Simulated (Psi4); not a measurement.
# BNH2O (SMILES BN=O) at MP2/def2-TZVP (density fitting, density fitting for correlation, sweep point 8)

Aim: the vertical ionisation energy of BNH2O at MP2/def2-TZVP (density fitting, density fitting for correlation, sweep point 8), from 2 runs. Input form: a Python script.

The results are computed with Psi4 1.11.

**1. The system as given**

BNH2O: 5 atoms, total charge 0, spin state singlet. SMILES: `BN=O`. The shape is that of a GFN2-xTB optimisation.

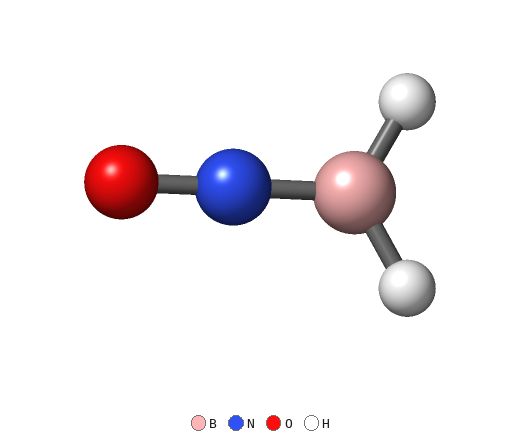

The structure, seen from a chosen angle (boron pink, nitrogen blue, oxygen red, hydrogen white).

**2. The energy at MP2/def2-TZVP (density fitting, density fitting for correlation, sweep point 8)**

File calc.py:

```python
import psi4

psi4.set_memory(1600000000)
psi4.set_num_threads(1)
psi4.core.set_output_file('bh2no.out', False)

mol = psi4.geometry("""
B     -0.303260     0.384710    -0.206480
N      0.435210    -0.552070     0.296940
O      1.113730    -1.415380     0.760240
H     -1.158940     0.091910    -0.941520
H     -0.086740     1.490830     0.090820
symmetry c1
""")

psi4.set_options({
    'basis': 'def2-TZVP',
    'puream': True,
    'scf_type': 'df',
    'num_frozen_docc': 3,
})

E, wfn = psi4.energy("mp2", return_wfn=True)
print(f'mp2 energy: {E:.10f} Eh')
```

Run with:

```bash
python calc.py
```

bh2no.out:

```text
[...]
  Running in c1 symmetry.
[...]
  Nuclear repulsion =   58.612788367927152
[...]
  Multiplicity = 1
[...]
  Nalpha       = 11
  Nbeta        = 11
[...]
    Number of basis functions: 105
[...]
   @DF-RHF iter   1:  -155.05208775534541   -7.71497e-01   2.71015e-03 ADIIS/DIIS
[...]
   @DF-RHF iter  12:  -155.11371627866845   -2.31921e-11   6.82829e-09 DIIS
[...]
    Orbital Energies [Eh]
    ---------------------
    Doubly Occupied:
       1A    -20.675424     2A    -15.727374     3A     -7.609813
       4A     -1.550342     5A     -1.081504     6A     -0.783646
       7A     -0.711655     8A     -0.655044     9A     -0.620918
      10A     -0.506517    11A     -0.404725
[...]
  @DF-RHF Final Energy:  -155.11371627866845
   => Energetics <=
    Nuclear Repulsion Energy =             58.6127883679271520
    One-Electron Energy =                -326.7990817571219395
    Two-Electron Energy =                 113.0725771105263533
    Total Energy =                       -155.1137162786684485
[...]
 Multipole Moments:
 ------------------------------------------------------------------------------------
     Multipole            Electronic (a.u.)      Nuclear  (a.u.)        Total (a.u.)
 ------------------------------------------------------------------------------------
 L = 1.  Multiply by 2.5417464519 to convert [e a0] to [Debye]
 Dipole X            :          1.0509167           -1.2889368           -0.2380201
 Dipole Y            :         -1.3362469            1.6382498            0.3020029
 Dipole Z            :          0.7187591           -0.8807805           -0.1620214
 Magnitude           :                                                    0.4172653
[...]
```

The script printed:

```text
mp2 energy: -155.6480413838 Eh
```

Run time: 2.6 s. Hardware: 1 thread of Intel Xeon Platinum 8259CL at 2.50GHz (Skylake/Cascade Lake), shared host; peak memory 0.22 GiB.

**3. The doublet cation at the same level**

File calc.py:

```python
import psi4

psi4.set_memory(1600000000)
psi4.set_num_threads(1)
psi4.set_output_file('run.log', False)

mol = psi4.geometry("""
1 2
B     -0.303260     0.384710    -0.206480
N      0.435210    -0.552070     0.296940
O      1.113730    -1.415380     0.760240
H     -1.158940     0.091910    -0.941520
H     -0.086740     1.490830     0.090820
symmetry c1
""")

psi4.set_options({
    'reference': 'uhf',
    'puream': True,
    'scf_type': 'df',
    'num_frozen_docc': 3,
    'maxiter': 150,
})

result = psi4.energy("mp2/def2-TZVP")
print('E =', round(result, 9))
```

Run with:

```bash
python calc.py
```

run.log:

```text
[...]
  Running in c1 symmetry.
[...]
  Nuclear repulsion =   58.612788367927152
[...]
  Multiplicity = 2
[...]
  Nalpha       = 11
  Nbeta        = 10
[...]
    Number of basis functions: 105
[...]
   @DF-UHF iter   1:  -154.67620608584537   -3.95615e-01   3.70531e-03 ADIIS/DIIS
[...]
   @DF-UHF iter  22:  -154.78533582486199   -5.68434e-13   4.13329e-09 DIIS
[...]
   @S^2 Observed:                8.921843470E-01
[...]
    Orbital Energies [Eh]
    ---------------------
    Alpha Occupied:
       1A    -21.111099     2A    -16.072739     3A     -7.912104
       4A     -1.953994     5A     -1.441920     6A     -1.159030
       7A     -1.139598     8A     -1.050997     9A     -0.873947
      10A     -0.809551    11A     -0.795310
    Alpha Virtual:
      12A     -0.263576    13A     -0.126509    14A     -0.076641
      15A     -0.021068    16A     -0.018280    17A      0.053529
      18A      0.053954    19A      0.070180    20A      0.138073
      21A      0.221192    22A      0.252848    23A      0.260520
      24A      0.283129    25A      0.307800    26A      0.323640
[...]
  @DF-UHF Final Energy:  -154.78533582486199
   => Energetics <=
    Nuclear Repulsion Energy =             58.6127883679271520
    One-Electron Energy =                -319.5266093526163900
    Two-Electron Energy =                 106.1284851598272212
    Total Energy =                       -154.7853358248619884
  UHF NO Occupations:
  HONO-2 :    9  A 1.9940022
  HONO-1 :   10  A 1.9367595
[...]
 Multipole Moments:
 ------------------------------------------------------------------------------------
     Multipole            Electronic (a.u.)      Nuclear  (a.u.)        Total (a.u.)
 ------------------------------------------------------------------------------------
 L = 1.  Multiply by 2.5417464519 to convert [e a0] to [Debye]
 Dipole X            :          0.8692217           -1.2889368           -0.4197152
 Dipole Y            :         -1.1053950            1.6382498            0.5328548
 Dipole Z            :          0.5949203           -0.8807805           -0.2858602
 Magnitude           :                                                    0.7360782
[...]
```

Standard output:

```text
E = -155.272143858
```

Run time: 3.3 s. Hardware: 1 thread of Intel Xeon Platinum 8259CL at 2.50GHz (Skylake/Cascade Lake), shared host; peak memory 0.22 GiB.

**4. Outcome**

At MP2/def2-TZVP (density fitting, density fitting for correlation, sweep point 8), 3 core orbitals frozen:

```
                                                                  quantity          value
                                               singlet BNH2O: total energy  -155.64804 Eh
                        singlet BNH2O: HOMO energy (Hartree–Fock orbitals)      -11.01 eV
                        singlet BNH2O: LUMO energy (Hartree–Fock orbitals)        1.55 eV
                      singlet BNH2O: HOMO–LUMO gap (Hartree–Fock orbitals)       12.56 eV
                singlet BNH2O: correlation energy (3 core orbitals frozen)     -534.3 mEh
                                              doublet cation: total energy  -155.27214 Eh
doublet cation: HOMO energy (Hartree–Fock orbitals) (highest over α and β)      -21.20 eV
 doublet cation: LUMO energy (Hartree–Fock orbitals) (lowest over α and β)       -7.17 eV
               doublet cation: correlation energy (3 core orbitals frozen)     -486.8 mEh
                         doublet cation: ⟨S²⟩ of the reference determinant          0.892
                        vertical ionisation energy (to the doublet cation)      10.229 eV
```

In words: Removing an electron at fixed nuclei costs 10.23 eV (236 kcal/mol). ⟨S²⟩ (doublet cation) is 0.89 where a pure doublet has 0.75: the reference is spin-contaminated.
